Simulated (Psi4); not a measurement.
# r2SCAN/aug-cc-pVDZ run of BBrF2 (SMILES FB(F)Br)

What is the vertical singlet–triplet gap of BBrF2 at r2SCAN/aug-cc-pVDZ? 

Program for the calculation: Psi4 1.11.

### 1 The molecule

The species is BBrF2 (4 atoms), meant as a singlet with charge 0. As SMILES, `FB(F)Br`. Geometry: relaxed at PBE0-D4/def2-TZVP.

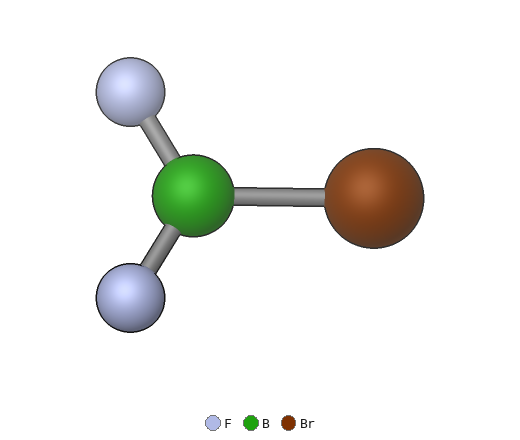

The structure, seen from a chosen angle (fluorine light blue, boron green, bromine brown).

### 2 Energy and forces at r2SCAN/aug-cc-pVDZ

File job.in:

```
memory 2.2 GB

molecule {
  F     -0.215650    -1.366490    -0.109870
  B     -0.127940    -0.063330    -0.022770
  F     -1.212420     0.659630    -0.144250
  Br     1.556010     0.770190     0.276890
  symmetry c1
}

set {
  basis                aug-cc-pVDZ
  puream               true
  e_convergence        1e-09
  d_convergence        1e-08
  scf_type             pk
  dft_radial_points    99
  dft_spherical_points 590
}

energy_value, wavefunction = gradient('r2scan', return_wfn=True)
oeprop(wavefunction, 'LOWDIN_CHARGES', 'QUADRUPOLE', 'MULLIKEN_CHARGES')
```

The run is started by

```console
psi4 -n 1 job.in job.out
```

job.out:

```text
[...]
  Running in c1 symmetry.
[...]
  Nuclear repulsion =  222.994940053662901
[...]
  Multiplicity = 1
[...]
  Nalpha       = 29
  Nbeta        = 29
[...]
    Number of basis functions: 105
[...]
   @RKS iter   1: -2798.52409247591868   -1.46089e+00   7.75487e-03 ADIIS/DIIS
[...]
   @RKS iter  10: -2798.73012138578088    4.54747e-13   6.26527e-09 DIIS
[...]
    Orbital Energies [Eh]
    ---------------------
    Doubly Occupied:
       1A   -482.284391     2A    -62.360233     3A    -56.142549
       4A    -56.140707     5A    -56.140122     6A    -24.557711
       7A    -24.557684     8A     -8.675760     9A     -6.809676
      10A     -6.479593    11A     -6.471768    12A     -6.469588
      13A     -2.574553    14A     -2.572630    15A     -2.571087
      16A     -2.565233    17A     -2.565143    18A     -1.238787
      19A     -1.211418    20A     -0.777819    21A     -0.570547
      22A     -0.530597    23A     -0.487633    24A     -0.484788
      25A     -0.428606    26A     -0.412558    27A     -0.379082
      28A     -0.311000    29A     -0.296951
[...]
  @RKS Final Energy: -2798.73012138578088
   => Energetics <=
    Nuclear Repulsion Energy =            222.9949400536629014
    One-Electron Energy =               -4336.9491195674545452
    Two-Electron Energy =                1431.4642689171903385
    DFT Exchange-Correlation Energy =    -116.2402107891794287
    Empirical Dispersion Energy =           0.0000000000000000
    VV10 Nonlocal Energy =                  0.0000000000000000
    Total Energy =                      -2798.7301213857808762
[...]
  -Total Gradient:
     Atom            X                  Y                   Z
    ------   -----------------  -----------------  -----------------
       1        0.000845851407     0.018969415163     0.001203637988
       2       -0.014239698816    -0.007054245898    -0.002535060470
       3        0.015518772906    -0.010863339086     0.001709312365
       4       -0.001931808030    -0.000956261554    -0.000343532408
[...]
 Multipole Moments:
 ------------------------------------------------------------------------------------
     Multipole            Electronic (a.u.)      Nuclear  (a.u.)        Total (a.u.)
 ------------------------------------------------------------------------------------
 L = 1.  Multiply by 2.5417464519 to convert [e a0] to [Debye]
 Dipole X            :          3.3986405           -3.3408945            0.0577460
 Dipole Y            :          1.6822344           -1.6536659            0.0285685
 Dipole Z            :          0.6047762           -0.5945056            0.0102706
 Magnitude           :                                                    0.0652399
 L = 2.  Multiply by 1.3450342976 to convert [e a0^2] to [Debye ang]
 Quadrupole XX       :       -273.7780284          248.5004840          -25.2775444
 Quadrupole XY       :        -82.1299645           82.6450340            0.5150695
[...]
  Mulliken Charges: (a.u.)
   Center  Symbol    Alpha    Beta     Spin     Total
       1     F     4.65785  4.65785  0.00000 -0.31570
       2     B     2.09628  2.09628  0.00000  0.80744
       3     F     4.65786  4.65786  0.00000 -0.31571
       4    BR    17.58801 17.58801  0.00000 -0.17602
   Total alpha = 29.00000, Total beta = 29.00000, Total charge =  0.00000
  Lowdin Charges: (a.u.)
   Center  Symbol    Alpha    Beta     Spin     Total
       1     F     4.48139  4.48139  0.00000  0.03722
       2     B     2.83455  2.83455  0.00000 -0.66910
[...]
```

It took 44 s on 1 thread of AMD EPYC 9R45 (Zen 5), shared host; peak memory 1.2 GiB.

### 3 The triplet: the energy at U-r2SCAN/aug-cc-pVDZ

File bbrf2.xyz:

```xyz
4
BBrF2
F     -0.215650    -1.366490    -0.109870
B     -0.127940    -0.063330    -0.022770
F     -1.212420     0.659630    -0.144250
Br     1.556010     0.770190     0.276890
```

File job.py:

```python
import psi4

psi4.set_memory('2200 MB')
psi4.set_num_threads(1)
psi4.set_output_file('bbrf2.out', False)

with open('bbrf2.xyz') as f:
    atoms = ''.join(f.readlines()[2:])
mol = psi4.geometry('0 3\n' + atoms + 'symmetry c1\nno_reorient\nno_com')

options = {'basis': 'aug-cc-pVDZ', 'reference': 'uks', 'puream': True, 'e_convergence': 1e-09, 'd_convergence': 1e-08, 'scf_type': 'pk', 'dft_radial_points': 99, 'dft_spherical_points': 590, 'maxiter': 100}
psi4.set_options(options)

energy_value, wavefunction = psi4.energy("r2scan", molecule=mol, return_wfn=True)
psi4.oeprop(wavefunction, "MAYER_INDICES", "DIPOLE", "QUADRUPOLE", title="R2SCAN")
print(f'r2scan energy: {energy_value:.10f} Eh')
for k, v in sorted(psi4.core.scalar_variables().items()):
    print(f'{k:45s} {v:18.10f}')
```

The run is started by

```console
python job.py
```

bbrf2.out:

```text
[...]
  Running in c1 symmetry.
[...]
  Nuclear repulsion =  222.994940053662958
[...]
  Multiplicity = 3
[...]
  Nalpha       = 30
  Nbeta        = 28
[...]
    Number of basis functions: 105
[...]
   @UKS iter   1: -2798.23199442409532   -1.16880e+00   7.79254e-03 DIIS/ADIIS
[...]
   @UKS iter  13: -2798.47191756026677   -4.30646e-10   8.13450e-09 DIIS
[...]
   @S^2 Observed:                2.007144314E+00
[...]
    Orbital Energies [Eh]
    ---------------------
    Alpha Occupied:
       1A   -482.380931     2A    -62.453514     3A    -56.239388
       4A    -56.234245     5A    -56.232583     6A    -24.515523
       7A    -24.515495     8A     -8.768787     9A     -6.704625
      10A     -6.578396    11A     -6.565058    12A     -6.557335
      13A     -2.672616    14A     -2.670379    15A     -2.664700
      16A     -2.654612    17A     -2.654140    18A     -1.195877
      19A     -1.169804    20A     -0.856028    21A     -0.537755
      22A     -0.491502    23A     -0.483803    24A     -0.452206
      25A     -0.414134    26A     -0.388717    27A     -0.388698
      28A     -0.374325    29A     -0.363986    30A     -0.058466
    Alpha Virtual:
[...]
  @UKS Final Energy: -2798.47191756026677
   => Energetics <=
    Nuclear Repulsion Energy =            222.9949400536629582
    One-Electron Energy =               -4334.8370903057520991
    Two-Electron Energy =                1429.6022570040022401
    DFT Exchange-Correlation Energy =    -116.2320243121805561
    Empirical Dispersion Energy =           0.0000000000000000
    VV10 Nonlocal Energy =                  0.0000000000000000
    Total Energy =                      -2798.4719175602667747
  UHF NO Occupations:
  HONO-2 :   28  A 1.9982928
  HONO-1 :   29  A 1.0000000
[...]
 Multipole Moments:
 ------------------------------------------------------------------------------------
     Multipole            Electronic (a.u.)      Nuclear  (a.u.)        Total (a.u.)
 ------------------------------------------------------------------------------------
 L = 1.  Multiply by 2.5417464519 to convert [e a0] to [Debye]
 Dipole X            :        -76.2245248           77.4183377            1.1938129
 Dipole Y            :        -37.7294547           38.3203577            0.5909030
 Dipole Z            :        -13.5640553           13.7765192            0.2124639
 Magnitude           :                                                    1.3488871
 L = 2.  Multiply by 1.3450342976 to convert [e a0^2] to [Debye ang]
 Quadrupole XX       :       -374.2061733          351.6459571          -22.5602163
 Quadrupole XY       :       -132.4855687          133.6997525            1.2141838
[...]
```

Standard output:

```text
r2scan energy: -2798.4719175603 Eh
CURRENT ENERGY                                  -2798.4719175603
CURRENT REFERENCE ENERGY                        -2798.4719175603
DD SOLVATION ENERGY                                 0.0000000000
DFT FUNCTIONAL TOTAL ENERGY                     -2798.4719175603
DFT TOTAL ENERGY                                -2798.4719175603
DFT VV10 ENERGY                                     0.0000000000
DFT XC ENERGY                                    -116.2320243122
GRID ELECTRONS ALPHA                               30.0000000019
GRID ELECTRONS BETA                                27.9999999918
GRID ELECTRONS TOTAL                               57.9999999937
NUCLEAR REPULSION ENERGY                          222.9949400537
ONE-ELECTRON ENERGY                             -4334.8370903058
PCM POLARIZATION ENERGY                             0.0000000000
PE ENERGY                                           0.0000000000
SCF ITERATION ENERGY                            -2798.4719175603
SCF ITERATIONS                                     13.0000000000
SCF TOTAL ENERGY                                -2798.4719175603
TWO-ELECTRON ENERGY                              1429.6022570040
XC GRID RADIAL POINTS                              99.0000000000
XC GRID SPHERICAL POINTS                          590.0000000000
XC GRID TOTAL POINTS                           227744.0000000000
```

Wall time 37 s (1 thread of AMD EPYC 9R45 (Zen 5), shared host); peak memory 1.2 GiB.

### 4 What came out

At r2SCAN/aug-cc-pVDZ:

```
                                        quantity           value
                           singlet: total energy  -2798.73012 Eh
                          singlet: dipole moment          0.17 D
                            singlet: HOMO energy        -8.08 eV
                            singlet: LUMO energy        -1.12 eV
                          singlet: HOMO–LUMO gap         6.96 eV
               singlet: largest force on an atom      0.978 eV/Å
                           triplet: total energy  -2798.47192 Eh
                          triplet: dipole moment          3.43 D
     triplet: HOMO energy (highest over α and β)        -1.59 eV
                                   triplet: ⟨S²⟩           2.007
vertical energy of the triplet above the singlet        7.026 eV
```

At this shape the triplet lies 7.03 eV (678 kJ/mol) above the singlet. The largest force (singlet) is 0.98 eV/Å: the shape isn't a stationary point for this species at this level. Mulliken charges (singlet) run from -0.32 on F3 to +0.81 on B2; in a basis this large or diffuse they mean little.
